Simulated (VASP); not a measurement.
Band structure of SiNi (relaxed from the rocksalt structure, space group Fm-3m). These are r2SCAN meta-GGA, VASP's PBE PAW potentials (set 64) (plane waves; VASP) values and carry that method's errors.

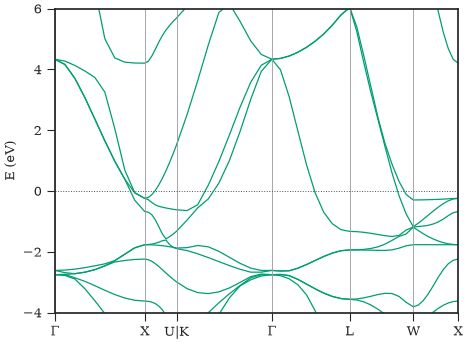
*Bands along high-symmetry lines, zero at the valence-band maximum or, without a gap, the Fermi level*

Problem. Read the plot: is there a gap, and where are the band edges?

Solution. It has no gap at this level: it comes out as a metal or semimetal.

The structure was generated: SiNi was put into the rocksalt type (Fm-3m), which need not be its known phase. It was relaxed first, which changed the volume by -14 %. The run is not spin-polarised, so no magnetic state was tried.
